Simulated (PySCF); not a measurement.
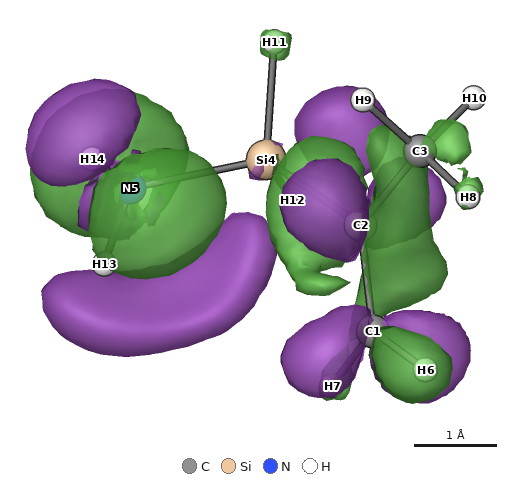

*C3H9NSi, SMILES `C=C(C)[SiH2]N`. Unrelaxed difference density of S₃ less the ground state (full linear response singlet states), ±0.015 e/Å³; purple: gain, green: loss.*

Level of theory: CAM-B3LYP/6-31G* (PySCF), at a geometry from GFN2-xTB. No frequency check shows the geometry to be a minimum. Without diffuse functions Rydberg states are missing, so the states' numbers hold for this basis only.

The calculation's input:

```python
import numpy as np
from pyscf import gto, scf, dft, tdscf
from pyscf.scf import atom_ks, atom_hf
from scipy.linalg import block_diag

def solve(mol, dm0=None, hcore=None):
    mf = (dft.UKS if mol.spin else dft.RKS)(mol, xc='camb3lyp')
    mf.grids.level = 3
    mf = mf.density_fit(auxbasis='def2-universal-jkfit')
    mf.conv_tol, mf.max_cycle = 1e-8, 80
    if hcore is not None:
        mf.get_hcore = lambda *args: hcore
    mf.kernel(dm0)
    if not mf.converged:
        mf = mf.newton().run(mf.mo_coeff, mf.mo_occ, max_cycle=30)
    assert mf.converged, 'SCF not converged'
    return mf

mol = gto.M(atom='''
C      1.29650    -1.41565    -0.06998
C      0.90386    -0.14901    -0.05237
C      1.86080     0.94314     0.32375
Si    -0.88276     0.34838    -0.47928
N     -2.08730    -0.20761     0.62834
H      2.30350    -1.71637     0.18374
H      0.62708    -2.21493    -0.34539
H      2.83554     0.54423     0.60030
H      1.46686     1.51985     1.15998
H      1.98764     1.62817    -0.51396
H     -0.98701     1.80832    -0.44106
H     -1.26003    -0.23176    -1.76891
H     -2.28323    -1.19526     0.66284
H     -2.08759     0.16277     1.56565
''', basis='6-31g*', charge=0, spin=0, verbose=4)
mf = solve(mol)
td = mf.TDDFT()
td.nstates, td.singlet, td.conv_tol = 6, True, 1e-5
td.kernel()
td.analyze()
x, y = np.array([p[0] for p in td.xy]), np.array([p[1] + 0 * p[0] for p in td.xy])
f, mu = td.oscillator_strength(), td.transition_dipole()
nto = [td.get_nto(state=i + 1, verbose=4) for i in range(len(td.e))]
# spherically averaged free atoms, for the promolecule
atm = atom_ks.get_atm_nrks(mol, xc='camb3lyp')
pro = block_diag(*[(atm[a[0]][2] * atm[a[0]][3]) @ atm[a[0]][2].T for a in mol._atom])
np.savez('result.npz', e=td.e, f=f, ok=td.converged, w=[n[0] for n in nto], nto=[n[1] for n in nto], x=x, y=y, c=mf.mo_coeff, occ=mf.mo_occ, eps=mf.mo_energy, pro=pro, mu=mu)
```

Command:

```sh
OMP_NUM_THREADS=1 python input.py
```

The run took 11 min on 1 thread of Intel(R) Xeon(R) Processor @ 2.50GHz (Skylake/Cascade Lake) (shared host), peak memory 0.68 GiB.

Question: How does the charge move on excitation?

Answer: 0.62 e is displaced in all, of which about 0.3 e passes between atoms: N5 (0.29 e) loses electrons and Si4 (0.09 e) and H13 (0.08 e) gain them. The state: 7.31 eV (170 nm), f = 0.036; the leading pair carries 66 %; hole on N5 (40 %), C2 (18 %) and C1 (11 %), electron on Si4 (20 %), C1 and C2 (16 % each) and N5 (11 %) (shares are of the whole state, not of the leading pair alone); their centroids lie 0.4 Å apart.
